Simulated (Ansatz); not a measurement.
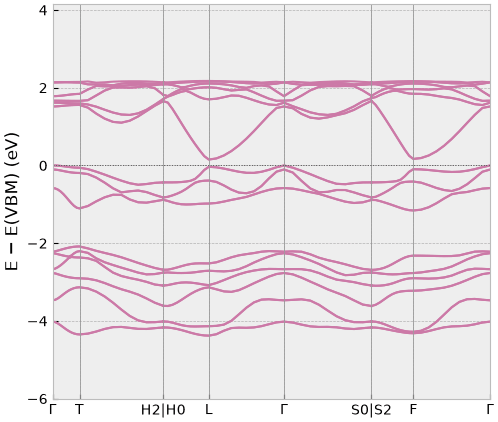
*Band structure from the program Ansatz at the LDA with spin–orbit coupling level (PAW)*

Problem. Read off the gap and where the band edges lie.

Solution. About 0.2 eV (0.15 eV by a search for the band edges); maximum at Γ, minimum at L.

The material is La2GeI2 in space group R-3m (No. 166; La on 6c, Ge on 3a, I on 6c).

The workflow started from a Materials Project entry (that database holds measured and hypothetical structures alike); the Crystallography Open Database files this formula in space group No. 166, but the cells were not matched. Its standing as an ambient phase is unchecked. Symmetry was held in the LDA relaxation; its stability against distortions is not shown here. A crystal of weakly bound layers computed without a dispersion correction: the cell and the soft elastic constants depend strongly on that.

Potentials: the later of the program's two PAW sets.
